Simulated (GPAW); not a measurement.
**Screening of a field by Cr2CS2 MXene monolayer**

Aim: the dipole that a field along the normal induces in Cr2CS2 MXene monolayer.

Main program and level: GPAW 26.7.0; GPAW, PAW setups; layer in a repeated cell with vacuum, relaxation of atoms and in-plane cell, in the first sound run; inputs show where later runs differ.

**1. The structure**

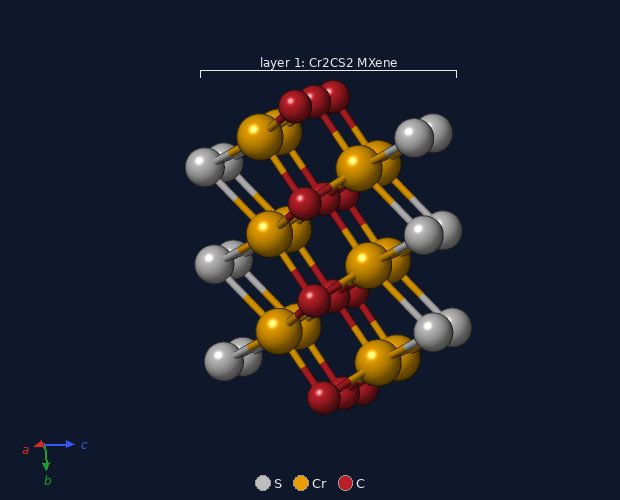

Start, viewed from the side, with the c axis across the page; sulfur light grey, chromium orange, carbon red. 2×3×1 cells are drawn. Some periodic images of atoms are drawn too.

The cell holds 5 atoms: 2 S, 2 Cr and 1 C. Its edges and angles: a = 2.836 Å, b = 2.836 Å, c = 23.471 Å, α = 90.0°, β = 90.0°, γ = 120.0°. Vacuum lies along c.

**2. Relaxing the atoms**

Forces are removed first; all later runs use this geometry.

Contents of run.py:

```python
import json
import numpy as np
from ase import Atoms
from ase.filters import FrechetCellFilter
from ase.optimize import BFGS
from gpaw import GPAW, PW

slab = Atoms(
    ['S', 'Cr', 'C', 'Cr', 'S'],
    positions=[
        [-0.00000, 1.63735, 9.00000],
        [1.41799, 0.81868, 10.61669],
        [0.00000, 0.00000, 11.73569],
        [-0.00000, 1.63735, 12.85469],
        [1.41799, 0.81868, 14.47138]],
    cell=[[2.83598, 0.0, 0.0], [-1.41799, 2.45603, 0.0], [0.0, 0.0, 23.4714]],
    pbc=[True, True, True],
    magmoms=[0.0, 2.0, 0.0, 2.0, 0.0])

slab.calc = GPAW(mode=PW(600), xc='PBE', kpts={'size': (12, 12, 1), 'gamma': True},
                 occupations={'name': 'fermi-dirac', 'width': 0.05}, nbands='160%',
                 convergence={'density': 1e-05}, maxiter=200,
                 symmetry={'tolerance': 1e-3}, txt='slab.txt')
result = {}
# The in-plane cell is free; stress needs a cell that repeats along all three vectors
path = []
opt = BFGS(FrechetCellFilter(slab, mask=[1, 1, 0, 0, 0, 1]), maxstep=0.2)
opt.attach(lambda: path.append((slab.get_potential_energy(), slab.positions.tolist(), slab.get_forces().tolist())))
result['relaxed'] = bool(opt.run(fmax=0.02, steps=45))
result['path'] = path
result['cell'] = slab.cell.tolist()
print('in-plane lattice', slab.cell.cellpar().round(4)[[0, 1, 5]])
energy = slab.get_potential_energy()
fermi = slab.calc.get_fermi_level()
v = slab.calc.get_electrostatic_potential().mean((0, 1)) - fermi
n = slab.calc.get_pseudo_density().mean((0, 1))
L = slab.cell[2, 2]
z = np.arange(len(v)) * L / len(v)
low, high = slab.positions[:, 2].min(), slab.positions[:, 2].max()
below, above = np.interp([low - 6.8, high + 6.8], z, v)
slopes = [np.interp(x, z, np.gradient(v, z)) for x in (low - 6.8, high + 6.8)]
eps = np.array([[slab.calc.get_eigenvalues(k, s) for k in range(len(slab.calc.get_ibz_k_points()))]
                for s in range(slab.calc.get_number_of_spins())]) - fermi
top, bottom = eps[eps < 0].max(), eps[eps > 0].min()
dipole = slab.get_dipole_moment()[2]
print(f'energy {energy:.4f} eV, Fermi level {fermi:.4f} eV, dipole {dipole:.5f} e A')
print(f'potential 6.8 A off the faces, from the Fermi level: lower {below:.4f} eV, upper {above:.4f} eV')
print(f'slope of the potential there: lower {slopes[0]:.5f}, upper {slopes[1]:.5f} eV/A')
print(f'nearest levels on the mesh: {top:.4f} and {bottom:.4f} eV')
print('magnetic moment', round(slab.get_magnetic_moment(), 3))
result.update(energy=energy, fermi=fermi, dipole=dipole, below=below, above=above, slopes=slopes, edges=[top, bottom],
              z=z.tolist(), v=v.tolist(), n=n.tolist(), positions=slab.positions.tolist(),
              forces=slab.get_forces(apply_constraint=False).tolist(), moments=slab.get_magnetic_moments().tolist())
json.dump(result, open('result.json', 'w'))
```

On the command line:

```sh
$ OMP_NUM_THREADS=1 OPENBLAS_NUM_THREADS=1 python run.py
```

The program printed:

```text
Step          Energy          fmax
BFGS:    0      -36.993288        1.553185
BFGS:    1      -37.061447        1.399132
BFGS:    2      -37.370882        0.709300
BFGS:    3      -37.395845        0.723838
BFGS:    4      -37.440899        0.570909
BFGS:    5      -37.481095        0.620402
BFGS:    6      -37.521788        0.688323
BFGS:    7      -37.543039        0.465238
BFGS:    8      -37.551489        0.144501
BFGS:    9      -37.553283        0.036505
BFGS:   10      -37.553556        0.004925
in-plane lattice [  3.0553   3.0553 120.    ]
energy -37.5440 eV, Fermi level -0.6134 eV, dipole 0.00000 e A
potential 6.8 A off the faces, from the Fermi level: lower 5.4532 eV, upper 5.4544 eV
slope of the potential there: lower -0.00028, upper -0.00023 eV/A
nearest levels on the mesh: -0.0859 and 0.0123 eV
magnetic moment 2.166
```

Run time: 32 min. Hardware: 1 thread of Arm Neoverse V1, shared host; peak memory 0.67 GiB.

This step gave:

```
dipole along the normal                    : 4.46e-6 e·Å
levels nearest the Fermi level on the mesh : -0.08586, 0.01233 eV from the Fermi level
site moments                               : -0.06787, 1.187, -0.06747, 1.187, -0.06787 μB
sum of the site moments                    : 2.172 μB
```

The electrostatic potential energy of an electron (without an applied field's), less the Fermi level, planar mean oscillates, so the rows of the table below give means over windows of 1.39 Å about each position, cut where the curve ends. Its maxima inside the range that stand out by 2 % of the span (Å: eV): 9.9: -4.94, 11.3: -8.99, 12.2: -8.99, 13.6: -4.93. Its minima: 9.1: -20.8, 10.7: -16.1, 11.7: -13.2, 12.8: -16.1, 14.3: -20.8.

Electrostatic potential energy of an electron (without an applied field's), less the Fermi level, planar mean against z; means over each step:

```
z (Å)  electrostatic potential energy of an electron (without an applied field's), less the Fermi level, planar mean (eV)
 0.69                                                                                                                5.45
 2.08                                                                                                                5.45
 3.48                                                                                                                5.45
 4.87                                                                                                                5.45
 6.26                                                                                                                5.44
 7.65                                                                                                                4.50
 9.04                                                                                                               -11.2
10.43                                                                                                               -10.7
11.82                                                                                                               -10.7
13.21                                                                                                               -10.3
14.60                                                                                                               -10.0
15.99                                                                                                                4.88
17.38                                                                                                                5.45
18.77                                                                                                                5.45
20.16                                                                                                                5.45
21.55                                                                                                                5.45
22.94                                                                                                                5.45
```

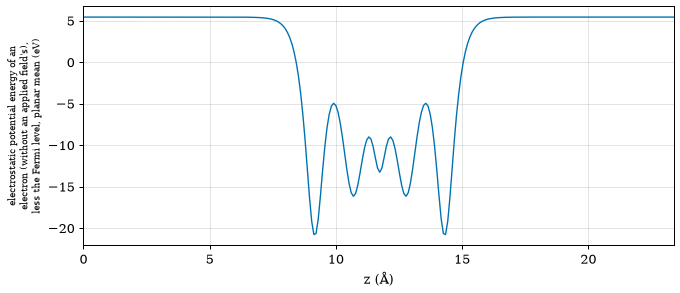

Electrostatic potential energy of an electron (without an applied field's), less the Fermi level, planar mean, plotted against z.

The pseudo valence density, planar mean oscillates, so the rows of the table below give means over windows of 1.13 Å about each position, cut where the curve ends. Its maxima inside the range that stand out by 2 % of the span (Å: e/Å³): 8.9: 0.445, 9.6: 0.519, 10.8: 0.617, 11.6: 0.600, 12.7: 0.617, 13.9: 0.519, 14.6: 0.445. Its minima: 9.0: 0.414, 10.1: 0.423, 11.1: 0.553, 12.3: 0.553, 13.4: 0.423, 14.4: 0.414.

The pseudo valence density, planar mean by z; means over each step:

```
z (Å)  pseudo valence density, planar mean (e/Å³)
 5.08                                      1.5e-5
 6.21                                      4.6e-4
 7.34                                      0.0173
 8.47                                       0.274
 9.60                                       0.463
10.73                                       0.550
11.86                                       0.585
12.99                                       0.520
14.12                                       0.462
15.25                                       0.186
16.38                                     0.00728
17.52                                      2.2e-4
18.64                                      6.7e-6
```

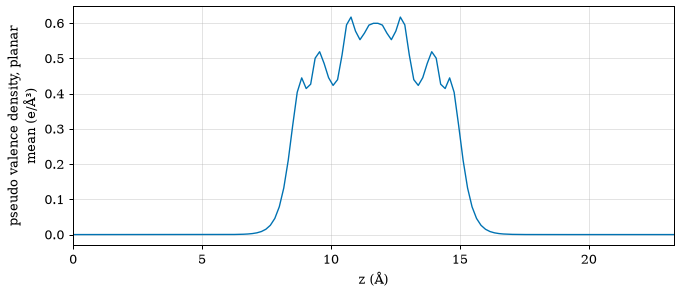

Pseudo valence density, planar mean, plotted against z.

Site moment by atom:

```
atom  site moment (μB)
  S1             -0.07
 Cr2              1.19
  C3             -0.07
 Cr4              1.19
  S5             -0.07
```

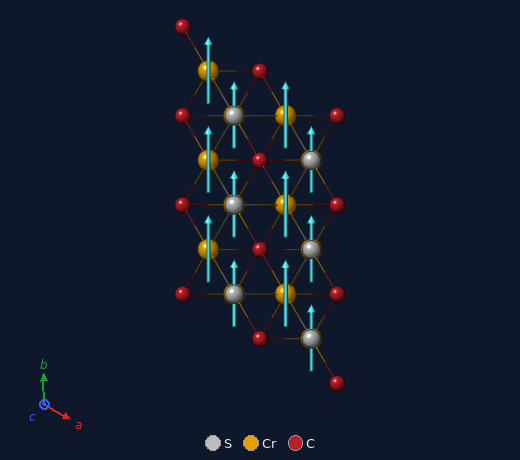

Site moment as arrows, the longest 1.19 μB. Up and down stand for the sign. Arrows give size and sign along the axis of quantisation, drawn up and down the page. 2×3×1 cells are drawn. Some periodic images of atoms are drawn too.

The relaxation lowered the energy of the cell by 0.564 eV (energies extrapolated to zero smearing; the optimiser's log prints free energies). The largest force left on a free atom is 0.0023 eV/Å.

**3. The slab's potential**

With the geometry fixed, the planar mean of the potential gives the vacuum level on each side.

This step: GPAW, PAW setups; slab in vacuum (GPAW 26.7.0).

The cell differs from the one that the last finished run ended in (c 23.471 → 23.153 Å).

Changes to run.py since step 2:

```diff
@@ -3,4 +3,2 @@
 from ase import Atoms
-from ase.filters import FrechetCellFilter
-from ase.optimize import BFGS
 from gpaw import GPAW, PW
@@ -10,24 +8,17 @@
     positions=[
-        [-0.00000, 1.63735, 9.00000],
-        [1.41799, 0.81868, 10.61669],
-        [0.00000, 0.00000, 11.73569],
-        [-0.00000, 1.63735, 12.85469],
-        [1.41799, 0.81868, 14.47138]],
-    cell=[[2.83598, 0.0, 0.0], [-1.41799, 2.45603, 0.0], [0.0, 0.0, 23.4714]],
-    pbc=[True, True, True],
+        [0.00000, 1.76398, 9.00000],
+        [1.52766, 0.88200, 10.52969],
+        [-0.00000, -0.00000, 11.57658],
+        [0.00000, 1.76398, 12.62346],
+        [1.52766, 0.88200, 14.15315]],
+    cell=[[3.05532, -0.0, 0.0], [-1.52766, 2.64598, 0.0], [0.0, 0.0, 23.1532]],
+    pbc=[True, True, False],
     magmoms=[0.0, 2.0, 0.0, 2.0, 0.0])
 
-slab.calc = GPAW(mode=PW(600), xc='PBE', kpts={'size': (12, 12, 1), 'gamma': True},
+slab.calc = GPAW(mode=PW(500), xc='PBE', kpts={'size': (12, 12, 1), 'gamma': True},
                  occupations={'name': 'fermi-dirac', 'width': 0.05}, nbands='160%',
                  convergence={'density': 1e-05}, maxiter=200,
+                 poissonsolver={'dipolelayer': 'xy'},
                  symmetry={'tolerance': 1e-3}, txt='slab.txt')
 result = {}
-# The in-plane cell is free; stress needs a cell that repeats along all three vectors
-path = []
-opt = BFGS(FrechetCellFilter(slab, mask=[1, 1, 0, 0, 0, 1]), maxstep=0.2)
-opt.attach(lambda: path.append((slab.get_potential_energy(), slab.positions.tolist(), slab.get_forces().tolist())))
-result['relaxed'] = bool(opt.run(fmax=0.02, steps=45))
-result['path'] = path
-result['cell'] = slab.cell.tolist()
-print('in-plane lattice', slab.cell.cellpar().round(4)[[0, 1, 5]])
 energy = slab.get_potential_energy()
```

The program printed:

```text
energy -37.5227 eV, Fermi level -0.5468 eV, dipole -0.00034 e A
potential 6.8 A off the faces, from the Fermi level: lower 5.4469 eV, upper 5.4614 eV
slope of the potential there: lower 0.00001, upper -0.00001 eV/A
nearest levels on the mesh: -0.0856 and 0.0124 eV
magnetic moment 2.166
```

The job ended after 1.8 min (1 thread; peak memory 0.31 GiB).

Numbers from this step:

* dipole along the normal: -3.41e-4 e·Å
* levels nearest the Fermi level on the mesh: -0.08557, 0.01243 eV from the Fermi level
* upper work function: 5.461 eV
* lower work function: 5.447 eV
* site moments: -0.06784, 1.187, -0.06748, 1.187, -0.06784 μB
* sum of the site moments: 2.170 μB

The electrostatic potential energy of an electron (without an applied field's), less the Fermi level, planar mean oscillates, so the rows of the table below give means over windows of 1.45 Å about each position, cut where the curve ends. Its maxima inside the range that stand out by 2 % of the span (Å: eV): 9.7: -4.94, 11.2: -9.05, 12.0: -9.05, 13.4: -4.94. Its minima: 9.0: -20.8, 10.5: -16.1, 11.6: -13.2, 12.6: -16.1, 14.2: -20.8.

Table of electrostatic potential energy of an electron (without an applied field's), less the Fermi level, planar mean by z; means over each step:

```
z (Å)  electrostatic potential energy of an electron (without an applied field's), less the Fermi level, planar mean (eV)
 0.72                                                                                                                5.45
 2.17                                                                                                                5.45
 3.62                                                                                                                5.45
 5.07                                                                                                                5.45
 6.52                                                                                                                5.40
 7.97                                                                                                                1.05
 9.42                                                                                                               -11.7
10.87                                                                                                               -12.4
12.32                                                                                                               -12.3
13.77                                                                                                               -11.8
15.22                                                                                                                1.60
16.67                                                                                                                5.42
18.12                                                                                                                5.46
19.57                                                                                                                5.46
21.02                                                                                                                5.46
22.47                                                                                                                5.46
```

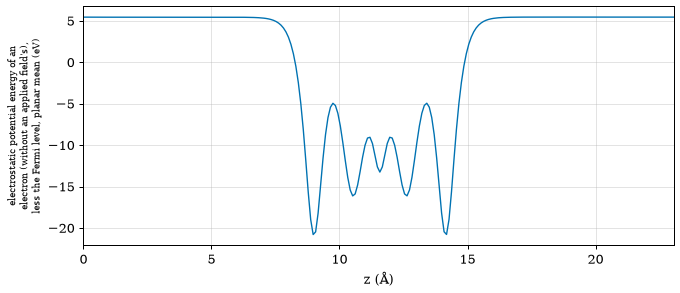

Electrostatic potential energy of an electron (without an applied field's), less the Fermi level, planar mean, plotted against z.

The pseudo valence density, planar mean oscillates, so the rows of the table below give means over windows of 1.06 Å about each position, cut where the curve ends. Its maxima inside the range that stand out by 2 % of the span (Å: e/Å³): 8.7: 0.444, 9.5: 0.512, 10.6: 0.618, 11.6: 0.600, 12.5: 0.618, 13.7: 0.512, 14.5: 0.444. Its minima: 8.9: 0.416, 10.0: 0.427, 11.0: 0.554, 12.2: 0.554, 13.1: 0.427, 14.3: 0.416.

Table of pseudo valence density, planar mean by z; means over each step:

```
z (Å)  pseudo valence density, planar mean (e/Å³)
 4.77                                      9.1e-6
 5.83                                      2.2e-4
 6.89                                     0.00645
 7.95                                       0.145
 9.01                                       0.452
10.07                                       0.493
11.13                                       0.584
12.19                                       0.585
13.25                                       0.477
14.31                                       0.425
15.37                                      0.0963
16.43                                     0.00377
17.49                                      1.3e-4
18.55                                      5.5e-6
```

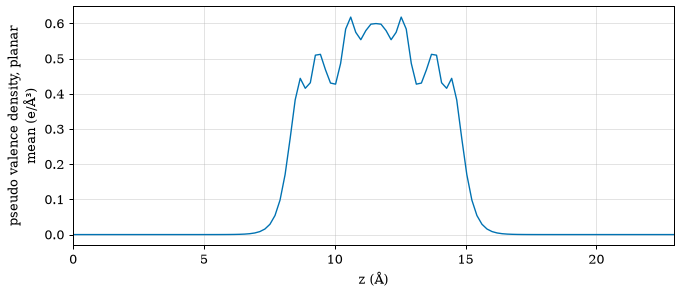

Pseudo valence density, planar mean against z.

The potential is flat to 6.3e-6 eV/Å where it is read, so the vacuum is wide enough.

**4. Field on**

A uniform field along the normal polarises the slab; the atoms stay fixed, so this is the electronic response alone.

Changes to run.py since step 3:

```diff
@@ -4,2 +4,3 @@
 from gpaw import GPAW, PW
+from gpaw.external import ConstantElectricField
 
@@ -21,2 +22,3 @@
                  poissonsolver={'dipolelayer': 'xy'},
+                 external=ConstantElectricField(-0.2, [0, 0, 1]),
                  symmetry={'tolerance': 1e-3}, txt='slab.txt')
```

The program printed:

```text
energy -37.5291 eV, Fermi level -0.5482 eV, dipole -0.06488 e A
potential 6.8 A off the faces, from the Fermi level: lower 4.7301 eV, upper 6.1823 eV
slope of the potential there: lower 0.00001, upper -0.00001 eV/A
nearest levels on the mesh: -0.0854 and 0.0123 eV
magnetic moment 2.166
```

Elapsed: 9.5 min, on 1 thread; peak memory 0.64 GiB.

Numbers from this step:

* dipole along the normal: -0.06488 e·Å
* levels nearest the Fermi level on the mesh: -0.08545, 0.01231 eV from the Fermi level
* site moments: -0.06757, 1.167, -0.06747, 1.206, -0.06809 μB
* potential below the slab, the applied field's own ramp left out: 4.730 eV from the Fermi level
* potential above the slab, the applied field's own ramp left out: 6.182 eV from the Fermi level

The electrostatic potential energy of an electron (without an applied field's), less the Fermi level, planar mean oscillates, so the rows of the table below give means over windows of 1.45 Å about each position, cut where the curve ends. Its maxima inside the range that stand out by 2 % of the span (Å: eV): 9.7: -5.30, 11.2: -9.12, 12.0: -8.97, 13.4: -4.58. Its minima: 9.0: -21.3, 10.5: -16.3, 11.6: -13.2, 12.6: -15.9, 14.2: -20.3.

Electrostatic potential energy of an electron (without an applied field's), less the Fermi level, planar mean against z; means over each step:

```
z (Å)  electrostatic potential energy of an electron (without an applied field's), less the Fermi level, planar mean (eV)
 0.72                                                                                                                4.83
 2.17                                                                                                                4.73
 3.62                                                                                                                4.73
 5.07                                                                                                                4.73
 6.52                                                                                                                4.69
 7.97                                                                                                               0.401
 9.42                                                                                                               -12.1
10.87                                                                                                               -12.6
12.32                                                                                                               -12.2
13.77                                                                                                               -11.3
15.22                                                                                                                2.26
16.67                                                                                                                6.14
18.12                                                                                                                6.18
19.57                                                                                                                6.18
21.02                                                                                                                6.18
22.47                                                                                                                6.12
```

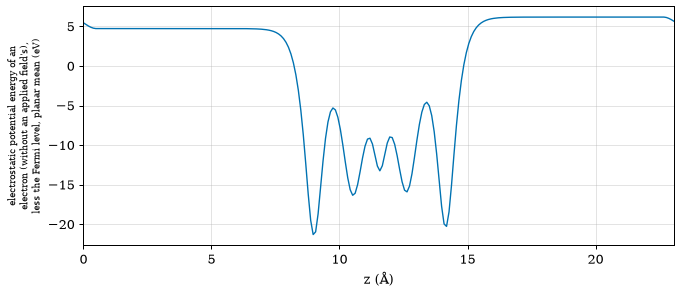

Electrostatic potential energy of an electron (without an applied field's), less the Fermi level, planar mean against z.

The dipole is now -0.0649 e Å, against -3.4e-4 in the run without a field.

(Part 1 of 2 ends here.)

[Logs are printed without paths, hosts, clocks, repeated set-up lines and the standing remarks that a program may print on its own settings, such as how far it seeks lower states.]

[Hosts, paths, dates, database ids (printed as entryN), source tags and the programs' standing remarks are cut or masked in the printed files.]
